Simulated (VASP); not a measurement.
# Ba2CoS3: structure and properties in VASP, part 5 of 6

What structure does Ba2CoS3 take at this level, and what are its properties? The start is a computed cell from the Materials Project.

VASP 6.6.1; PBEsol, DFT+U (Co d 3 eV), spin-polarised from a ferromagnetic start; plane waves and PAW (Ba_sv, Co, S).

Still holding for the runs below: The magnetic state follows from one typed start and may not be the lowest.

So far, gap on the k-mesh (eV): step 2 (relaxing cell and atoms (PBEsol + U)) 0.586; step 3 (k-mesh 3×7×3) 0.599. The relaxed cell has a, b, c = 11.955, 4.187, 12.361 Å (conventional setting).

### 5. Band structure (PBEsol + U)

Levels along the symmetry lines show where the bands peak and cross; KPOINTS_OPT computes them in the converged potential.

The input, INCAR:

```
SYSTEM = Ba2CoS3
PREC = Accurate
ENCUT = 400
EDIFF = 1E-06
NELM = 100
ISMEAR = 0
SIGMA = 0.05
LREAL = Auto
ALGO = Fast
GGA = PS
NBANDS = 165
ISPIN = 2
MAGMOM = 0.011 0.011 0.011 0.011 0.017 0.017 0.017 0.017 2.421 2.421 2.421 2.421 0.091 0.091 0.091 0.091 0.068 0.068 0.068 0.077 0.077 0.077 0.077 0.068
LDAU = .TRUE.
LDAUTYPE = 2
LDAUL = -1 2 -1
LDAUU = 0 3 0
LDAUJ = 0 0 0
LDAUPRINT = 1
LASPH = .TRUE.
LMAXMIX = 4
LORBIT = 11
LWAVE = .FALSE.
LCHARG = .FALSE.
KPAR = 4
NCORE = 2
```

The input, POSCAR:

```
Ba2CoS3
1.0
   11.9553907722      0.0000000000      0.0000000000
    0.0000000000      4.1872664869      0.0000000000
    0.0000000000      0.0000000000     12.3608885890
Ba Co S
8 4 12
Direct
    0.0114822882      0.2500000000      0.8264270943
    0.4885177118      0.7500000000      0.3264270943
    0.5114822882      0.2500000000      0.6735729057
    0.9885177118      0.7500000000      0.1735729057
    0.1726261155      0.2500000000      0.4780588378
    0.8273738845      0.7500000000      0.5219411622
    0.6726261155      0.2500000000      0.0219411622
    0.3273738845      0.7500000000      0.9780588378
    0.2448678139      0.7500000000      0.6977865142
    0.7448678139      0.7500000000      0.8022134858
    0.7551321861      0.2500000000      0.3022134858
    0.2551321861      0.2500000000      0.1977865142
    0.7743410930      0.2500000000      0.7138539658
    0.2256589070      0.7500000000      0.2861460342
    0.2743410930      0.2500000000      0.7861460342
    0.7256589070      0.7500000000      0.2138539658
    0.4372014963      0.2500000000      0.1403063618
    0.5627985037      0.7500000000      0.8596936382
    0.9372014963      0.2500000000      0.3596936382
    0.3620383986      0.7500000000      0.5536477587
    0.1379616014      0.2500000000      0.0536477587
    0.8620383986      0.7500000000      0.9463522413
    0.6379616014      0.2500000000      0.4463522413
    0.0627985037      0.7500000000      0.6403063618
```

The input, KPOINTS:

```
Automatic mesh
0
Gamma
3 7 3
0 0 0
```

The input, KPOINTS_OPT:

```
Line mode
12
Line-mode
Reciprocal
  0.00000000   0.00000000   0.00000000 GAMMA
  0.00000000  -0.50000000   0.00000000 X

  0.00000000  -0.50000000   0.00000000 X
 -0.50000000  -0.50000000   0.00000000 S

 -0.50000000  -0.50000000   0.00000000 S
 -0.50000000   0.00000000   0.00000000 Y

 -0.50000000   0.00000000   0.00000000 Y
  0.00000000   0.00000000   0.00000000 GAMMA

  0.00000000   0.00000000   0.00000000 GAMMA
  0.00000000   0.00000000  -0.50000000 Z

  0.00000000   0.00000000  -0.50000000 Z
  0.00000000  -0.50000000  -0.50000000 U

  0.00000000  -0.50000000  -0.50000000 U
 -0.50000000  -0.50000000  -0.50000000 R

 -0.50000000  -0.50000000  -0.50000000 R
 -0.50000000   0.00000000  -0.50000000 T

 -0.50000000   0.00000000  -0.50000000 T
  0.00000000   0.00000000  -0.50000000 Z

 -0.50000000   0.00000000   0.00000000 Y
 -0.50000000   0.00000000  -0.50000000 T

  0.00000000  -0.50000000  -0.50000000 U
  0.00000000  -0.50000000   0.00000000 X

 -0.50000000  -0.50000000   0.00000000 S
 -0.50000000  -0.50000000  -0.50000000 R
```

Potentials, in the order of the species: Ba_sv, Co and S (PBE family, release 64).

Launch:

```console
> mpirun -np 8 vasp_std
```

Log:

```text
[... set-up lines as in an earlier step ...]
 entering main loop
       N       E                     dE             d eps       ncg     rms          rms(c)
DAV:   1     0.132989874079E+04    0.13299E+04   -0.63071E+04 10560   0.847E+02
DAV:   2     0.240982224295E+02   -0.13058E+04   -0.12018E+04 11315   0.226E+02
DAV:   3    -0.130556459653E+03   -0.15465E+03   -0.14906E+03 13136   0.896E+01
DAV:   4    -0.139453435469E+03   -0.88970E+01   -0.87944E+01 14896   0.214E+01
DAV:   5    -0.139928346758E+03   -0.47491E+00   -0.47412E+00 15576   0.439E+00    0.404E+01
RMM:   6    -0.184241350612E+03   -0.44313E+02   -0.30870E+02 13967   0.505E+01    0.105E+02
RMM:   7    -0.135550224105E+03    0.48691E+02   -0.54342E+01 11281   0.209E+01    0.367E+01
RMM:   8    -0.127267841787E+03    0.82824E+01   -0.19608E+01 11363   0.116E+01    0.142E+01
RMM:   9    -0.129108679661E+03   -0.18408E+01   -0.19712E+00 13414   0.245E+00    0.102E+01
RMM:  10    -0.129157415426E+03   -0.48736E-01   -0.11519E+00 14530   0.222E+00    0.571E+00
RMM:  11    -0.129223018855E+03   -0.65603E-01   -0.46035E-01 14290   0.131E+00    0.271E+00
RMM:  12    -0.129279063934E+03   -0.56045E-01   -0.17012E-01 15257   0.746E-01    0.160E+00
RMM:  13    -0.129294558880E+03   -0.15495E-01   -0.50369E-02 16384   0.379E-01    0.107E+00
RMM:  14    -0.129307013171E+03   -0.12454E-01   -0.17121E-02 15901   0.288E-01    0.582E-01
RMM:  15    -0.129313376162E+03   -0.63630E-02   -0.11530E-02 16027   0.205E-01    0.268E-01
RMM:  16    -0.129315735667E+03   -0.23595E-02   -0.39200E-03 17345   0.105E-01    0.145E-01
RMM:  17    -0.129317090264E+03   -0.13546E-02   -0.10359E-03 18869   0.619E-02    0.105E-01
RMM:  18    -0.129318861020E+03   -0.17708E-02   -0.81503E-04 16330   0.688E-02    0.877E-02
RMM:  19    -0.129319423040E+03   -0.56202E-03   -0.29030E-04 17635   0.321E-02    0.801E-02
RMM:  20    -0.129320738333E+03   -0.13153E-02   -0.83709E-04 16225   0.709E-02    0.638E-02
RMM:  21    -0.129321709473E+03   -0.97114E-03   -0.17675E-03 17566   0.104E-01    0.478E-02
RMM:  22    -0.129322029857E+03   -0.32038E-03   -0.17248E-04 15573   0.299E-02    0.246E-02
RMM:  23    -0.129322126854E+03   -0.96997E-04   -0.12813E-04 15568   0.272E-02    0.154E-02
RMM:  24    -0.129322157921E+03   -0.31067E-04   -0.64457E-05 15253   0.181E-02    0.887E-03
RMM:  25    -0.129322169902E+03   -0.11981E-04   -0.18142E-05 15132   0.878E-03    0.465E-03
WARNING in EDDRMM: call to ZHEGV failed, returncode =   6  3    116
RMM:  26    -0.129322172099E+03   -0.21969E-05   -0.36144E-06 12481   0.356E-03    0.225E-03
 num prob  num prob  num prob RMM:  27    -0.129322172358E+03   -0.25853E-06   -0.73780E-07  8777   0.181E-03
   1 F= -.12932217E+03 E0= -.12932217E+03  d E =-.439891E-14  mag=    11.9999
 Start KPOINTS_OPT (optional k-point list driver)
k-point batch [1-16\144]
       N       E                     dE             ncg
DAV:   1     0.799612528776E+04   -0.38742E+05    10560
DAV:   2    -0.120860428932E+05   -0.20082E+05    11631
DAV:   3    -0.144585917543E+05   -0.23725E+04    13147
DAV:   4    -0.145960775469E+05   -0.13749E+03    15168
DAV:   5    -0.146023881383E+05   -0.63106E+01    15456
DAV:   6    -0.146025296678E+05   -0.14153E+00    15440
DAV:   7    -0.146025329566E+05   -0.32888E-02    15504
DAV:   8    -0.146025330278E+05   -0.71166E-04    15304
DAV:   9    -0.146025330297E+05   -0.19593E-05    11168
DAV:  10    -0.146025330299E+05   -0.16934E-06     9360
[...]
k-point batch [129-144\144]
       N       E                     dE             ncg
DAV:   1     0.753188839241E+04   -0.65655E+05    10560
DAV:   2    -0.122933292885E+05   -0.19825E+05    11682
DAV:   3    -0.145979314223E+05   -0.23046E+04    13244
DAV:   4    -0.147255299068E+05   -0.12760E+03    14480
DAV:   5    -0.147327476991E+05   -0.72178E+01    16288
DAV:   6    -0.147328714705E+05   -0.12377E+00    15064
DAV:   7    -0.147328748937E+05   -0.34232E-02    16328
DAV:   8    -0.147328749605E+05   -0.66871E-04    15000
DAV:   9    -0.147328749625E+05   -0.19427E-05    11376
DAV:  10    -0.147328749627E+05   -0.19011E-06     9728
```

Elapsed: 35 min, on 8 MPI ranks of Intel Xeon 6975P-C (Granite Rapids), shared host; peak memory 12 GiB; 4.4 h of CPU time.

Parts of OUTCAR (step 5):

```text
   k-points           NKPTS =     16   k-points in BZ     NKDIM =     16   number of bands    NBANDS=    165

   NELECT =     188.0000    total number of electrons

atom =   9  type =  2  l = 2

 onsite density matrix

spin component  1

  0.9511  0.0013  0.0000  0.0000  0.0000
  0.0013  0.9570  0.0000  0.0000 -0.0000
  0.0000  0.0000  0.9483 -0.0056 -0.0020
  0.0000  0.0000 -0.0056  0.9544 -0.0007
  0.0000 -0.0000 -0.0020 -0.0007  0.9614

spin component  2

  0.8671 -0.2165 -0.0000 -0.0000 -0.0000
 -0.2165  0.1880 -0.0000 -0.0000  0.0000
 -0.0000 -0.0000  0.7496  0.2940  0.0660
 -0.0000 -0.0000  0.2940  0.3858  0.0320
 -0.0000  0.0000  0.0660  0.0320  0.2217

 occupancies and eigenvectors

  o =  0.1248  v =  0.0000  0.0000  0.0000  0.0000  0.0000  0.2800  0.9600  0.0000  0.0000  0.0000      0.0000  0.0000  0.0000  0.0000  0.0000  0.0000  0.0000  0.0000  0.0000  0.0000
  o =  0.2123  v =  0.0000  0.0000  0.0000  0.0000  0.0000  0.0000 -0.0000 -0.2749  0.2972  0.9144      0.0000  0.0000  0.0000  0.0000  0.0000  0.0000  0.0000  0.0000  0.0000  0.0000
  o =  0.2237  v =  0.0000  0.0000  0.0000  0.0000  0.0000  0.0000  0.0000 -0.4112  0.8233 -0.3912      0.0000  0.0000  0.0000  0.0000  0.0000  0.0000  0.0000  0.0000  0.0000  0.0000
  o =  0.9211  v =  0.0000  0.0000  0.0000  0.0000  0.0000  0.0000 -0.0000  0.8691  0.4835  0.1041      0.0000  0.0000  0.0000  0.0000  0.0000  0.0000  0.0000  0.0000  0.0000  0.0000
  o =  0.9303  v =  0.0000  0.0000  0.0000  0.0000  0.0000 -0.9600  0.2800  0.0000  0.0000  0.0000      0.0000  0.0000  0.0000  0.0000  0.0000  0.0000  0.0000  0.0000  0.0000  0.0000
  o =  0.9448  v =  0.0000  0.0000 -0.8543 -0.5049 -0.1237  0.0000  0.0000  0.0000  0.0000  0.0000      0.0000  0.0000  0.0000  0.0000  0.0000  0.0000  0.0000  0.0000  0.0000  0.0000
  o =  0.9508  v = -0.9799  0.1996  0.0000  0.0000  0.0000  0.0000  0.0000  0.0000  0.0000  0.0000      0.0000  0.0000  0.0000  0.0000  0.0000  0.0000  0.0000  0.0000  0.0000  0.0000
  o =  0.9573  v = -0.1996 -0.9799 -0.0000 -0.0000 -0.0000  0.0000  0.0000  0.0000  0.0000  0.0000      0.0000  0.0000  0.0000  0.0000  0.0000  0.0000  0.0000  0.0000  0.0000  0.0000
  o =  0.9576  v =  0.0000  0.0000 -0.4946  0.8627 -0.1055  0.0000  0.0000  0.0000  0.0000  0.0000      0.0000  0.0000  0.0000  0.0000  0.0000  0.0000  0.0000  0.0000  0.0000  0.0000
  o =  0.9617  v =  0.0000  0.0000 -0.1600  0.0289  0.9867  0.0000  0.0000  0.0000  0.0000  0.0000      0.0000  0.0000  0.0000  0.0000  0.0000  0.0000  0.0000  0.0000  0.0000  0.0000

atom =  10  type =  2  l = 2

 onsite density matrix

spin component  1

  0.9511 -0.0013 -0.0000  0.0000  0.0000
 -0.0013  0.9570  0.0000 -0.0000  0.0000
 -0.0000  0.0000  0.9483  0.0056 -0.0020
  0.0000 -0.0000  0.0056  0.9544  0.0007
  0.0000  0.0000 -0.0020  0.0007  0.9614

spin component  2

  0.8671  0.2165  0.0000 -0.0000 -0.0000
  0.2165  0.1880  0.0000  0.0000 -0.0000
  0.0000  0.0000  0.7496 -0.2940  0.0660
 -0.0000  0.0000 -0.2940  0.3858 -0.0320
 -0.0000 -0.0000  0.0660 -0.0320  0.2217

 occupancies and eigenvectors

  o =  0.1248  v =  0.0000  0.0000  0.0000  0.0000  0.0000 -0.2800  0.9600  0.0000 -0.0000 -0.0000      0.0000  0.0000  0.0000  0.0000  0.0000  0.0000  0.0000  0.0000  0.0000  0.0000
  o =  0.2123  v =  0.0000  0.0000  0.0000  0.0000  0.0000  0.0000 -0.0000  0.2749  0.2972 -0.9144      0.0000  0.0000  0.0000  0.0000  0.0000  0.0000  0.0000  0.0000  0.0000  0.0000
  o =  0.2237  v =  0.0000  0.0000  0.0000  0.0000  0.0000  0.0000 -0.0000  0.4112  0.8233  0.3912      0.0000  0.0000  0.0000  0.0000  0.0000  0.0000  0.0000  0.0000  0.0000  0.0000
  o =  0.9211  v =  0.0000  0.0000  0.0000  0.0000  0.0000  0.0000 -0.0000  0.8691 -0.4835  0.1041      0.0000  0.0000  0.0000  0.0000  0.0000  0.0000  0.0000  0.0000  0.0000  0.0000
  o =  0.9303  v =  0.0000  0.0000  0.0000  0.0000  0.0000 -0.9600 -0.2800 -0.0000  0.0000  0.0000      0.0000  0.0000  0.0000  0.0000  0.0000  0.0000  0.0000  0.0000  0.0000  0.0000
[...]
99       3.0283      1.00000
    100       3.1525      1.00000
    101       4.6970      0.00000
    102       5.4254      0.00000
    103       5.4848      0.00000
    104       5.5774      0.00000
    105       6.0186      0.00000
    ...

 k-point     2 :       0.3333    0.0000    0.0000
  band No.  band energies     occupation
    ...
     96       2.6923      1.00000
     97       2.7124      1.00000
     98       2.8041      1.00000
     99       2.8953      1.00000
    100       3.0593      1.00000
    101       4.8412      0.00000
    102       5.2147      0.00000
    103       5.5486      0.00000
    104       5.6045      0.00000
    105       6.0248      0.00000
    ...

  Total       -0.0964662     -0.0637653     -0.0243986     -0.0000000      0.0000000      0.0000000
  in kB       -0.2497708     -0.1651016     -0.0631730     -0.0000000      0.0000000      0.0000000
  external PRESSURE =      -0.1593485 kB  Pullay stress =       0.0000000 kB

 POSITION                                       TOTAL-FORCE (eV/Angst)
 -----------------------------------------------------------------------------------
      0.13728      1.04682     10.21537         0.001775      0.000000      0.000411
      5.84042      3.14045      4.03493        -0.001775     -0.000000      0.000411
      6.11497      1.04682      8.32596         0.001775     -0.000000     -0.000411
     11.81812      3.14045      2.14552        -0.001775     -0.000000     -0.000411
      2.06381      1.04682      5.90923         0.001583      0.000000      0.004979
      9.89158      3.14045      6.45166        -0.001583     -0.000000     -0.004979
      8.04151      1.04682      0.27121         0.001583     -0.000000     -0.004979
      3.91388      3.14045     12.08968        -0.001583     -0.000000      0.004979
      2.92749      3.14045      8.62526         0.006287      0.000000     -0.003294
      8.90519      3.14045      9.91607         0.006287     -0.000000      0.003294
      9.02790      1.04682      3.73563        -0.006287     -0.000000      0.003294
      3.05020      1.04682      2.44482        -0.006287     -0.000000     -0.003294
      9.25755      1.04682      8.82387        -0.000662      0.000000      0.000811
      2.69784      3.14045      3.53702         0.000662     -0.000000     -0.000811
      3.27985      1.04682      9.71746        -0.000662     -0.000000     -0.000811
      8.67554      3.14045      2.64343         0.000662      0.000000      0.000811
      5.22691      1.04682      1.73431         0.007805     -0.000000      0.003026
      6.72848      3.14045     10.62658        -0.007805      0.000000     -0.003026
     11.20461      1.04682      4.44613         0.007805     -0.000000     -0.003026
      4.32831      3.14045      6.84358         0.000310      0.000000     -0.003859
      1.64938      1.04682      0.66313        -0.000310     -0.000000     -0.003859
     10.30601      3.14045     11.69775         0.000310     -0.000000      0.003859
      7.62708      1.04682      5.51731        -0.000310     -0.000000      0.003859
      0.75078      3.14045      7.91476        -0.007805      0.000000      0.003026
 -----------------------------------------------------------------------------------
    total drift:                               -0.000000      0.000000      0.000000

  FREE ENERGIE OF THE ION-ELECTRON SYSTEM (eV)
  ---------------------------------------------------
  free  energy   TOTEN  =      -129.3221723579 eV

  energy  without entropy=     -129.3221723579  energy(sigma->0) =     -129.32217236

 magnetization (x)
# of ion       s       p       d       tot
------------------------------------------
    1        0.001   0.001   0.009   0.011
    2        0.001   0.001   0.009   0.011
    3        0.001   0.001   0.009   0.011
    4        0.001   0.001   0.009   0.011
    5        0.001   0.002   0.014   0.017
    6        0.001   0.002   0.014   0.017
    7        0.001   0.002   0.014   0.017
    8        0.001   0.002   0.014   0.017
    9        0.018   0.044   2.359   2.421
   10        0.018   0.044   2.359   2.421
   11        0.018   0.044   2.359   2.421
   12        0.018   0.044   2.359   2.421
   13        0.008   0.083   0.000   0.091
   14        0.008   0.083   0.000   0.091
   15        0.008   0.083   0.000   0.091
   16        0.008   0.083   0.000   0.091
   17        0.004   0.064   0.000   0.068
   18        0.004   0.064   0.000   0.068
   19        0.004   0.064   0.000   0.068
   20        0.004   0.073   0.000   0.077
   21        0.004   0.073   0.000   0.077
   22        0.004   0.073   0.000   0.077
   23        0.004   0.073   0.000   0.077
   24        0.004   0.064   0.000   0.068
--------------------------------------------------
tot          0.139   1.075   9.527  10.741

[... 9 parts as in an earlier step ...]

[... 12 further parts left out ...]
[key lines of the parts left out:]
E-fermi :   3.4008
```

Numbers from this step:

```yaml
bands: 165
fermi_energy: 3.401 eV
pressure: -0.01593 GPa
least_gap_on_mesh_and_path: 0.5766 eV
least_direct_gap_on_mesh_and_path: 0.8319 eV
conduction_bottom_at_k: 0, -0.4545, 0
least_direct_gap_at_k: 0, -0.4545, 0
```

Spin up. Electronic bands along the path, in eV, zero at the valence-band top; v1 is the highest filled band, c1 the lowest empty one:

```tsv
point	v4	v3	v2	v1	c1	c2	c3	c4
Γ	-0.46	-0.33	-0.12	0.00	1.54	2.27	2.33	2.42
X	-0.71	-0.71	-0.64	-0.64	2.68	2.68	3.11	3.11
S	-0.58	-0.58	-0.58	-0.58	2.72	2.72	2.72	2.72
Y	-0.38	-0.38	-0.18	-0.18	1.86	1.86	2.45	2.45
Γ	-0.46	-0.33	-0.12	0.00	1.54	2.27	2.33	2.42
Z	-0.38	-0.38	-0.25	-0.25	1.82	1.82	2.54	2.54
U	-0.75	-0.75	-0.63	-0.63	2.68	2.68	3.06	3.06
R	-0.67	-0.67	-0.67	-0.67	2.71	2.71	2.71	2.71
T	-0.30	-0.30	-0.26	-0.26	2.08	2.08	2.10	2.10
Z	-0.38	-0.38	-0.25	-0.25	1.82	1.82	2.54	2.54
jump to Y	-0.38	-0.38	-0.18	-0.18	1.86	1.86	2.45	2.45
T	-0.30	-0.30	-0.26	-0.26	2.08	2.08	2.10	2.10
jump to U	-0.75	-0.75	-0.63	-0.63	2.68	2.68	3.06	3.06
X	-0.71	-0.71	-0.64	-0.64	2.68	2.68	3.11	3.11
jump to S	-0.58	-0.58	-0.58	-0.58	2.72	2.72	2.72	2.72
R	-0.67	-0.67	-0.67	-0.67	2.71	2.71	2.71	2.71
```

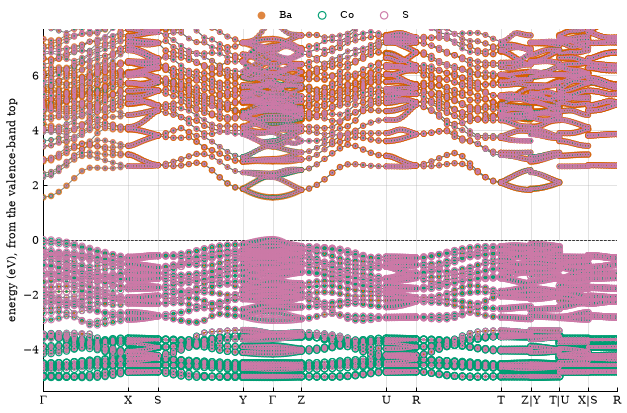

Electronic bands along the path; dots are coloured as in the legend, and their area grows with the weight.

Spin down. Electronic bands along the path, in eV, zero at the valence-band top; v1 is the highest filled band, c1 the lowest empty one:

```tsv
point	v4	v3	v2	v1	c1	c2	c3	c4
Γ	-0.53	-0.53	-0.53	-0.39	1.45	1.49	1.61	1.66
X	-0.62	-0.62	-0.26	-0.26	0.59	0.59	1.07	1.07
S	-0.46	-0.46	-0.46	-0.46	0.86	0.86	0.86	0.86
Y	-0.57	-0.57	-0.51	-0.51	1.54	1.54	1.60	1.60
Γ	-0.53	-0.53	-0.53	-0.39	1.45	1.49	1.61	1.66
Z	-0.65	-0.65	-0.41	-0.41	1.44	1.44	1.60	1.60
U	-0.66	-0.66	-0.23	-0.23	0.60	0.60	1.08	1.08
R	-0.46	-0.46	-0.46	-0.46	0.89	0.89	0.89	0.89
T	-0.60	-0.60	-0.51	-0.51	1.54	1.54	1.60	1.60
Z	-0.65	-0.65	-0.41	-0.41	1.44	1.44	1.60	1.60
jump to Y	-0.57	-0.57	-0.51	-0.51	1.54	1.54	1.60	1.60
T	-0.60	-0.60	-0.51	-0.51	1.54	1.54	1.60	1.60
jump to U	-0.66	-0.66	-0.23	-0.23	0.60	0.60	1.08	1.08
X	-0.62	-0.62	-0.26	-0.26	0.59	0.59	1.07	1.07
jump to S	-0.46	-0.46	-0.46	-0.46	0.86	0.86	0.86	0.86
R	-0.46	-0.46	-0.46	-0.46	0.89	0.89	0.89	0.89
```

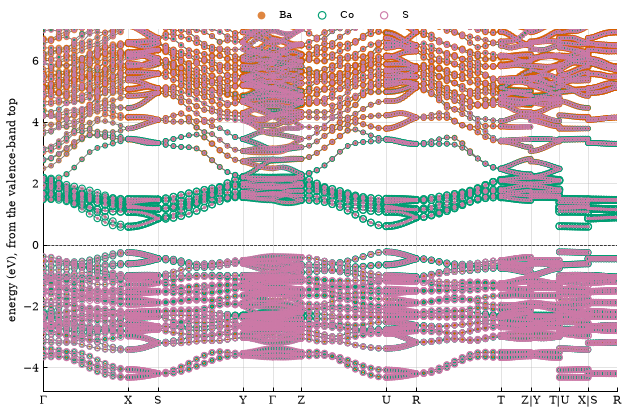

Electronic bands along the path; dots are coloured as in the legend, and their area grows with the weight.

The path lowers the gap by 0.02 eV against the mesh alone, so a band edge lies off the mesh.

Spin up: The path shows a direct gap of 1.54 eV (valence top at Γ, conduction bottom at Γ). Spin down: The path shows an indirect gap of 0.81 eV (valence top at U, conduction bottom between Γ and X). The least direct gap is 0.83 eV.

(Part 5 of 6 ends here.)

[Lines on the potential files, build, host, timing and source positions are cut from VASP's logs without a mark.]

[Logs are printed without paths, hosts, clocks, repeated set-up lines and the standing remarks that a program may print on its own settings, such as how far it seeks lower states.]

[Hosts, paths, dates, database ids (printed as entryN), source tags and the programs' standing remarks are cut or masked in the printed files.]

[A measured line is paired with the nearest computed mode of its activity, which favours agreement.]

[In band tables of VASP the shares of atoms and orbitals are scaled to a sum of 1 inside the atoms' spheres.]
